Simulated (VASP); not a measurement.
Band structure of SrTiO₃ (cubic perovskite). Calculation: PBE GGA, VASP's PBE PAW potentials (set 64) (plane waves; VASP).

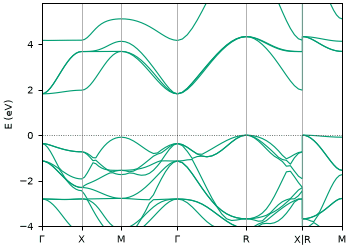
*Bands along high-symmetry lines, zero at the valence-band maximum or, without a gap, the Fermi level*

### Question
Read the plot: is there a gap, and where are the band edges?

### Answer
The gap is indirect, 1.82 eV, from the valence maximum at R to the conduction minimum at Γ. (Edges off the drawn lines would not show.)

Measured: gap 3.59 eV (computed value off by -1.77 eV), as given by Anna Miglio et al., npj Computational Materials (2020), arXiv:2011.12765 [zero-point renormalisation of 336 meV (experimental, the table's column) added back].

The compound is SrTiO3 in the cubic perovskite structure, the ideal cubic form; the compound distorts at low or room temperature. It was relaxed first.
